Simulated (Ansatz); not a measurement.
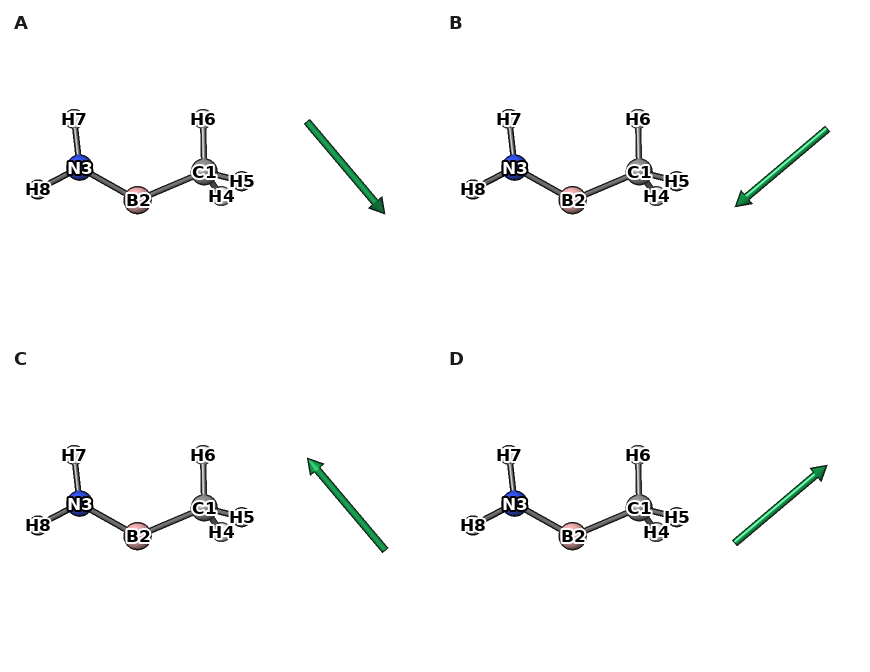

The same molecule four times, each with an arrow. The species is neutral and a spin doublet. The computed structure is the end point of a PBE-D4/def2-SVP optimisation. No frequency run is at hand to confirm it as a minimum. Properties computed with UKS PBE-D4/def2-SVP (Ansatz 0.2.0).

> Which arrow points along the dipole moment, from the negative to the positive end?

C. The dipole moment is 2.01 D; it points from the side of H4, H5 to the side of H7 (the outermost atoms at the two ends).
